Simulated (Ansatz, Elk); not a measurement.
# YFeCuSi2: X-ray structure factors from the self-consistent density

Structure refinements treat a crystal as free atoms side by side. For a made-up structure of YFeCuSi2 (cell and positions from a PBEsol relaxation) the runs below show what the calculated density changes in F(hkl).

Method: DFT, PBE, all-electron APW+lo, Dirac cores, scalar-relativistic bands, static density, ferromagnetic start, in Elk 11.2.3 (patched build).

The structure was built from a prototype and need not be the compound's stable phase.

## (1) The starting structure

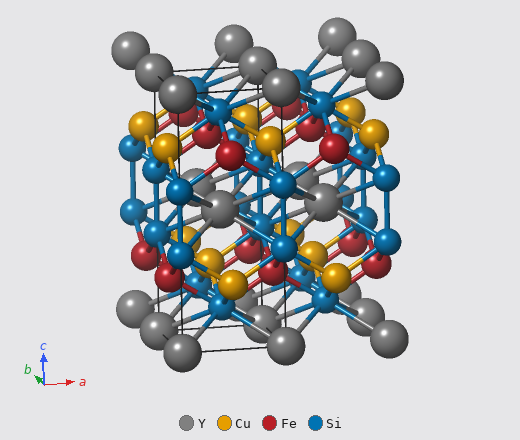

The starting structure, seen slightly off an axis (yttrium grey, copper orange, iron red, silicon blue). 2×2×1 cells are drawn. This picture shows the conventional cell, with its axes. Some periodic images of atoms are drawn too.

## (2) Ground state and structure factors

An all-electron density is needed, since X-rays see the cores too. Task 0 finds the density and task 195 Fourier-transforms it; tshift is off so that phases refer to the origin typed.

File elk.in:

```
tasks
  0
  195
  196

xctype
  20

spinpol
  .true.

rgkmax
  7.0

gmaxvr
  14.0

lmaxo
  7

lmaxapw
  8

swidth
  0.002

tshift
  .false.

ramdisk
  .false.

hmaxvr
  5.5

maxscl
  120

epspot
  1e-06

reducebf
  0.8

sppath
  './'

avec
  -3.69971703411 3.69971703411 9.23487865643
  3.69971703411 -3.69971703411 9.23487865643
  3.69971703411 3.69971703411 -9.23487865643

atoms
  4
  'Y.in'
  1
  -0.0000000000 -0.0000000000 0.0000000000   0.000000 0.000000 0.000000
  'Cu.in'
  1
  0.2500000000 0.7500000000 0.5000000000   0.000000 0.000000 0.000000
  'Fe.in'
  1
  0.7500000000 0.2500000000 0.5000000000   0.000000 0.000000 -0.065000
  'Si.in'
  2
  0.3766845838 0.3766845838 0.0000000000   0.000000 0.000000 0.000000
  0.6233154162 0.6233154162 -0.0000000000   0.000000 0.000000 0.000000

ngridk
  7 7 7
```

Launch:

```
$ OMP_NUM_THREADS=4 elk
```

Numbers of over 12 decimals in the logs are rounded to 6 here.

The log of the run:

```text
┌─────────────────────────┐
│ Elk code version 11.2.3 │
└─────────────────────────┘

All units are atomic (Hartree, Bohr, etc.)

┌─────────────────────────────────────────────────┐
│ Ground-state run starting from atomic densities │
└─────────────────────────────────────────────────┘

Lattice vectors :
  -3.699717034       3.699717034       9.234878656
   3.699717034      -3.699717034       9.234878656
   3.699717034       3.699717034      -9.234878656

Reciprocal lattice vectors :
 -0.1394688168E-16  0.8491440358      0.3401877567
  0.8491440358     -0.1394688168E-16  0.3401877567
  0.8491440358      0.8491440358      0.7426254539E-17

Unit cell volume      :    505.6246088
Brillouin zone volume :   0.4905817659

Muffin-tin inner radius fraction :   0.1000000000E-01

Nuclei treated as point charges

Species : 1 (Y)
 parameters loaded from : Y.in
 name : yttrium
 nuclear charge    :   -39.00000000
 electronic charge :    39.00000000
 atomic mass :    162065.4503
 muffin-tin radius :    2.600000000
 number of radial points in muffin-tin :   1193
 inner part over the whole radius :   0.9871815862E-02
 number on inner part of muffin-tin    :    847
 approximate nuclear radius :   0.8135895711E-04
 number of mesh points to nuclear radius :    416
 atomic positions (lattice), magnetic fields (Cartesian) :
  1 :   0.00000000  0.00000000  0.00000000    0.00000000  0.00000000  0.00000000

Species : 2 (Cu)
 parameters loaded from : Cu.in
 name : copper
 nuclear charge    :   -29.00000000
 electronic charge :    29.00000000
 atomic mass :    115837.2717
 muffin-tin radius :    2.323666715
 number of radial points in muffin-tin :    993
 inner part over the whole radius :   0.9987659107E-02
 number on inner part of muffin-tin    :    701
 approximate nuclear radius :   0.7406004541E-04
 number of mesh points to nuclear radius :    337
 atomic positions (lattice), magnetic fields (Cartesian) :
  1 :   0.25000000  0.75000000  0.50000000    0.00000000  0.00000000  0.00000000

Species : 3 (Fe)
 parameters loaded from : Fe.in
 name : iron
 nuclear charge    :   -26.00000000
 electronic charge :    26.00000000
 atomic mass :    101799.2075
 muffin-tin radius :    2.257839244
 number of radial points in muffin-tin :    993
 inner part over the whole radius :   0.9919454826E-02
 number on inner part of muffin-tin    :    699
 approximate nuclear radius :   0.7160107270E-04
 number of mesh points to nuclear radius :    333
 atomic positions (lattice), magnetic fields (Cartesian) :
  1 :   0.75000000  0.25000000  0.50000000    0.00000000  0.00000000 -0.06500000

Species : 4 (Si)
 parameters loaded from : Si.in
 name : silicon
 nuclear charge    :   -14.00000000
 electronic charge :    14.00000000
 atomic mass :    51196.73458
 muffin-tin radius :    2.003858502
 number of radial points in muffin-tin :    793
 inner part over the whole radius :   0.9990984052E-02
 number on inner part of muffin-tin    :    552
 approximate nuclear radius :   0.5963282101E-04
 number of mesh points to nuclear radius :    248
 atomic positions (lattice), magnetic fields (Cartesian) :
  1 :   0.37668458  0.37668458  0.00000000    0.00000000  0.00000000  0.00000000
  2 :   0.62331542  0.62331542  0.00000000    0.00000000  0.00000000  0.00000000

Total number of atoms per unit cell :    5
Total muffin-tin volume :    241.7993825
 ratio of muffin-tin to unit cell volume :   0.4782191734

Spin treatment :
 spin-polarised
 global magnetic field (Cartesian) :    0.000000000       0.000000000       0.000000000
 collinear magnetisation in z-direction

Number of Bravais lattice symmetries :   16
Number of crystal symmetries         :    8
Crystal has no inversion symmetry
Complex Hermitian eigensolver will be used

k-point grid :      7     7     7
k-point offset :    0.000000000       0.000000000       0.000000000
k-point set is reduced with full crystal symmetry group
Total number of k-points :       58

Muffin-tin radius times maximum |G+k| :    7.000000000
 using average radius
[...]
electron kinetic            :      7048.1982962580
 core electron kinetic       :      6654.9122795341
 Coulomb                     :     -13666.675634901
 Coulomb potential           :     -10683.224557080
 nuclear-nuclear             :     -987.69972196192
 electron-nuclear            :     -14701.004858167
 Hartree                     :      2022.0289452280
 Madelung                    :     -8325.0633563613
 xc potential                :     -357.58436627599
 xc effective B-field        :    -0.47607820323215E-01
 external B-field            :      0.000000
 exchange                    :     -269.50950950005
 correlation                 :     -5.730735
 electron entropic           :    -0.90283357355177E-03
 total energy                :     -6893.7184861813
 (external B-field energy excluded from total)

Density of states at Fermi energy :    66.63008627
 (states/Hartree/unit cell)

Estimated indirect band gap :   0.7465992174E-03
 from k-point 42 to k-point 26
Estimated direct band gap   :   0.8231418870E-02
 at k-point 42

Charges :
 core                        :    70.00000000
 valence                     :    52.00000000
 interstitial                :    8.222563789
 muffin-tins (core leakage)
  species : 1 (Y)
[...]
species : 2 (Cu)
[...]
species : 3 (Fe)
[...]
species : 4 (Si)
[...]
total in muffin-tins        :    113.7774362
 total calculated charge     :    121.9922763
 total charge                :    122.0000000
 error                       :   0.7723684645E-02

Moments :
 interstitial                :   0.5388301888E-01
 muffin-tins
  species : 1 (Y)
[...]
species : 2 (Cu)
[...]
species : 3 (Fe)
[...]
species : 4 (Si)
[...]
total in muffin-tins        :    1.465719184
 total moment                :    1.519602203

RMS change in Kohn-Sham potential (target) :   0.8810435590E-06 (  0.1000000000E-05)
Absolute change in total energy (target)   :   0.4229801380E-04 (  0.1000000000E-03)

Convergence targets achieved

┌──────────────────┐
│ Loop number : 24 │
└──────────────────┘

Energies :
 Fermi                       :     0.333212
 sum of occupied eigenvalues :     -3992.6582280778
 electron kinetic            :      7048.1982725461
 core electron kinetic       :      6654.9122884719
 Coulomb                     :     -13666.675600316
 Coulomb potential           :     -10683.224575542
 nuclear-nuclear             :     -987.69972196192
 electron-nuclear            :     -14701.004771617
 Hartree                     :      2022.0288932623
 Madelung                    :     -8325.0633125454
 xc potential                :     -357.58432051119
 xc effective B-field        :    -0.47604215271344E-01
 external B-field            :      0.000000
 exchange                    :     -269.50950458860
 correlation                 :     -5.730735
 electron entropic           :    -0.90282590577213E-03
 total energy                :     -6893.7184705568
 (external B-field energy excluded from total)

Density of states at Fermi energy :    66.62916237
 (states/Hartree/unit cell)

Estimated indirect band gap :   0.7481524908E-03
 from k-point 42 to k-point 26
Estimated direct band gap   :   0.8232292871E-02
 at k-point 42

Charges :
 core                        :    70.00000000
 valence                     :    52.00000000
 interstitial                :    8.222564563
 muffin-tins (core leakage)
  species : 1 (Y)
[...]
species : 2 (Cu)
[...]
species : 3 (Fe)
   atom 1                    :    24.91477030     ( -0.2222986968E-06)
  species : 4 (Si)
   atom 1                    :    11.84436220     (  0.3684785550E-02)
   atom 2                    :    11.84436220     (  0.3684785550E-02)
 total in muffin-tins        :    113.7774354
 total calculated charge     :    121.9922763
 total charge                :    122.0000000
 error                       :   0.7723684640E-02

Moments :
 interstitial                :   0.5388937359E-01
 muffin-tins
  species : 1 (Y)
[...]
species : 2 (Cu)
[...]
species : 3 (Fe)
   atom 1                    :    1.426394553
  species : 4 (Si)
   atom 1                    :  -0.1276233798E-01
   atom 2                    :  -0.1276233798E-01
 total in muffin-tins        :    1.465660694
 total moment                :    1.519550068

┌──────────────────────────────┐
│ Self-consistent loop stopped │
└──────────────────────────────┘

Warning : the lowest level lies among the core levels :   -2.874565478      -2.954799530

Warning : core states of species 2 leak from the muffin-tin :   0.2420230893E-03

Warning : core states of species 4 leak from the muffin-tin :   0.3684785550E-02

Wrote STATE.OUT
```

Elapsed: 7.9 min, on 4 threads of Arm Neoverse V2, shared host; peak memory 0.45 GiB.

SFACRHO.OUT:

```text

h k l indices transformed by vhmat matrix:
   1.000000000       0.000000000       0.000000000    
   0.000000000       1.000000000       0.000000000    
   0.000000000       0.000000000       1.000000000    

      h      k      l  multipl.   |H|            Re(F)            Im(F)           |F|

      0      0      0      1   0.0000000       122.00000      0.85137741E-16   122.00000    
     -1     -1      1      2  0.68037551      -14.903477     -0.52627133E-14   14.903477    
      1      0     -1      4  0.91475314       17.480136      -3.0853298       17.750336    
      0      1     -1      4  0.91475314       17.480136       3.0853298       17.750336    
     -1      1      0      4   1.2008710       6.8897918     -0.46768159E-14   6.8897918    
      1      2     -1      4   1.3276276       43.919151       3.1986520       44.035477    
     -1     -2      1      4   1.3276276       43.919151      -3.1986520       44.035477    
      2      2     -2      2   1.3607510       53.923976     -0.10963986E-14   53.923976    
     -1     -1      0      8   1.3802181       73.315730      0.10525427E-13   73.315730    
     -1      1      1      4   1.6982881       84.818085      0.11933035E-13   84.818085    
     -2     -2      3      8   1.8148649      -27.293495     -0.47090320E-13   27.293495    
      0      2     -2      4   1.8295063      -9.9350854      0.65231227E-01   9.9352995    
     -2      0      0      4   1.8295063      -9.9350854     -0.65231227E-01   9.9352995    
      3      2     -2      4   1.9011150       39.353227       2.9878890       39.466492    
     -2     -3      3      4   1.9011150       39.353227      -2.9878890       39.466492    
      1      0      1      8   1.9289779       15.077003      -2.9963683       15.371865    
      0      1      1      8   1.9289779       15.077003       2.9963683       15.371865    
     -3     -3      3      2   2.0411265      -10.329017     -0.10525427E-13   10.329017
```

Elk indexes on the primitive cell of elk.in and gives |H| = 4π sin θ/λ in inverse bohr. Below, one row stands for each form hkl of the conventional cell (m members, Friedel mates merged), F is for one primitive cell and the density is static (no thermal factor). Free-atom factors are Waasmaier and Kirfel's, and R is Σm||F|−|F'||/Σm|F|.

| hkl | m | sin θ/λ (Å⁻¹) | abs F, DFT | neutral atoms | diff. | abs of complex diff. |
| --- | --- | --- | --- | --- | --- | --- |
| 002 | 2 | 0.102 | 14.903 | 14.854 | +0.049 | 0.049 |
| 101 | 8 | 0.138 | 17.750 | 17.978 | -0.227 | 0.464 |
| 110 | 4 | 0.181 | 6.890 | 6.644 | +0.246 | 0.246 |
| 103 | 8 | 0.200 | 44.036 | 44.048 | -0.012 | 0.292 |
| 004 | 2 | 0.205 | 53.924 | 54.541 | -0.617 | 0.617 |
| 112 | 8 | 0.208 | 73.316 | 73.770 | -0.454 | 0.454 |
| 200 | 4 | 0.255 | 84.818 | 85.530 | -0.712 | 0.712 |
| 114 | 8 | 0.273 | 27.294 | 27.995 | -0.701 | 0.701 |
| 202 | 8 | 0.275 | 9.935 | 10.479 | -0.544 | 0.548 |
| 105 | 8 | 0.286 | 39.466 | 39.651 | -0.185 | 0.267 |
| 211 | 16 | 0.290 | 15.372 | 15.283 | +0.089 | 0.220 |
| 006 | 2 | 0.307 | 10.329 | 10.966 | -0.637 | 0.637 |
| 213 | 16 | 0.324 | 36.482 | 36.602 | -0.121 | 0.199 |
| 204 | 8 | 0.327 | 44.299 | 44.426 | -0.127 | 0.130 |
| 116 | 8 | 0.356 | 56.321 | 56.455 | -0.134 | 0.134 |
| 220 | 4 | 0.361 | 71.800 | 72.112 | -0.312 | 0.312 |
| 222 | 8 | 0.375 | 7.383 | 7.661 | -0.278 | 0.278 |
| 107 | 8 | 0.380 | 14.254 | 14.276 | -0.022 | 0.054 |
| 215 | 16 | 0.383 | 34.674 | 34.627 | +0.047 | 0.105 |
| 301 | 8 | 0.387 | 13.252 | 13.268 | -0.016 | 0.101 |
| 206 | 8 | 0.399 | 8.114 | 8.227 | -0.114 | 0.115 |
| 310 | 8 | 0.404 | 7.222 | 7.143 | +0.079 | 0.079 |

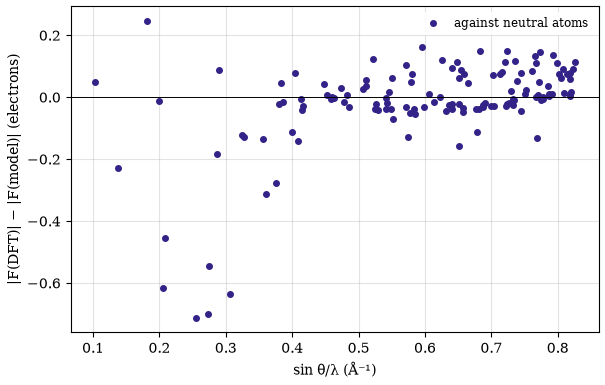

Difference between the calculated structure factors and the independent-atom ones.

## (3) The magnetisation density

The same run holds the spin density, and task 196 transforms it. The order is that of the start, and no other was tried.

SFACMAG_1.OUT:

```text

h k l indices transformed by vhmat matrix:
   1.000000000       0.000000000       0.000000000    
   0.000000000       1.000000000       0.000000000    
   0.000000000       0.000000000       1.000000000    

      h      k      l  multipl.   |H|            Re(F)            Im(F)           |F|

      0      0      0      1   0.0000000       1.5195501      0.12199491E-17   1.5195501    
     -1     -1      1      2  0.68037551      -1.2644643     -0.14176091E-15   1.2644643    
      1      0     -1      4  0.91475314      0.11848012E-02   1.1488685       1.1488691    
      0      1     -1      4  0.91475314      0.11848012E-02  -1.1488685       1.1488691    
     -1      1      0      4   1.2008710      -1.1547408      0.30450357E-15   1.1547408    
      1      2     -1      4   1.3276276     -0.31810529E-01  -1.0038191       1.0043230    
     -1     -2      1      4   1.3276276     -0.31810529E-01   1.0038191       1.0043230    
      2      2     -2      2   1.3607510       1.1179407     -0.26724716E-15   1.1179407    
     -1     -1      0      8   1.3802181       1.0561145      0.25654014E-15   1.0561145    
     -1      1      1      4   1.6982881      0.80967337      0.62453195E-16  0.80967337    
     -2     -2      3      8   1.8148649     -0.78923092     -0.80452530E-15  0.78923092    
      0      2     -2      4   1.8295063     -0.76282866     -0.42558148E-01  0.76401490    
     -2      0      0      4   1.8295063     -0.76282866      0.42558148E-01  0.76401490    
      3      2     -2      4   1.9011150      0.13860453E-01 -0.65703148      0.65717766    
     -2     -3      3      4   1.9011150      0.13860453E-01  0.65703148      0.65717766    
      1      0      1      8   1.9289779     -0.67669819E-03  0.63960549      0.63960585
```

The total moment is 1.52 μB a cell; sphere moments: Y1 +0.02, Cu2 +0.04, Fe3 +1.43, Si4 -0.01, Si5 -0.01 μB. Polarised neutrons measure spin and orbital magnetisation together; without spin-orbit coupling the run gives the spin part:

| hkl | sin θ/λ (Å⁻¹) | abs F_M (μB) |
| --- | --- | --- |
| 002 | 0.102 | 1.264 |
| 101 | 0.138 | 1.149 |
| 110 | 0.181 | 1.155 |
| 103 | 0.200 | 1.004 |
| 004 | 0.205 | 1.118 |
| 112 | 0.208 | 1.056 |
| 200 | 0.255 | 0.810 |
| 114 | 0.273 | 0.789 |
| 202 | 0.275 | 0.764 |
| 105 | 0.286 | 0.657 |
| 211 | 0.290 | 0.640 |
| 006 | 0.307 | 0.747 |
| 213 | 0.324 | 0.519 |
| 204 | 0.327 | 0.574 |

[end of part 1 of 2]

[Logs are printed without paths, hosts, clocks, repeated set-up lines and the standing remarks that a program may print on its own settings, such as how far it seeks lower states.]

[Hosts, paths, dates, database ids (printed as entryN), source tags and the programs' standing remarks are cut or masked in the printed files.]
